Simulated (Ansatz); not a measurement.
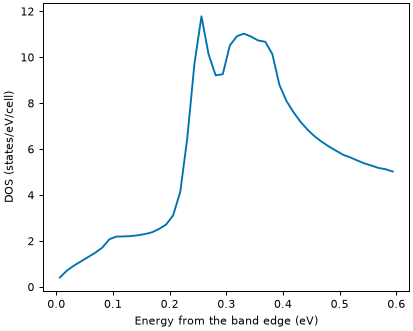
Fig. 1. Density of states of CaF2 (Fm-3m) below the valence band maximum, PBEsol, rigid bands (Ansatz, a first-principles code); cell volume 39.8 Å³.

Question: What effective density of states at 300 K does this give (∫ g(E) exp(−E/k_BT) dE, both spins, divided by the cell's size)?

Answer: 5.1e20 cm⁻³, a density-of-states mass of 7.4 mₑ, valleys and band degeneracy included.

Spin-orbit coupling is left out; where it splits the top of the valence band, N_v and the p-type Seebeck coefficient come out somewhat high without it. Geometry: cell and atoms relaxed with PBEsol.
